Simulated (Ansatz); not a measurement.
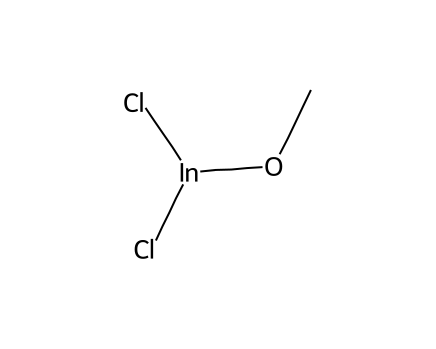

Structural formula above. The computed structure is the end point of a PBE0-D4/def2-TZVP optimisation.

What does the molecule look like in three dimensions?

The molecule is CH₃Cl₂InO. As SMILES it reads `C[O][In]([Cl])[Cl]`. This geometry has C1 symmetry. Coordination: 1 C tetrahedral; 1 O bent; 1 In trigonal planar.

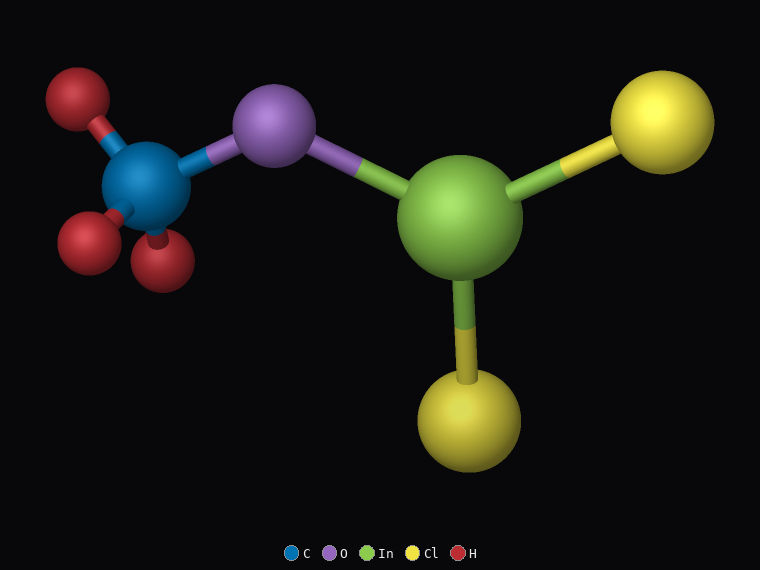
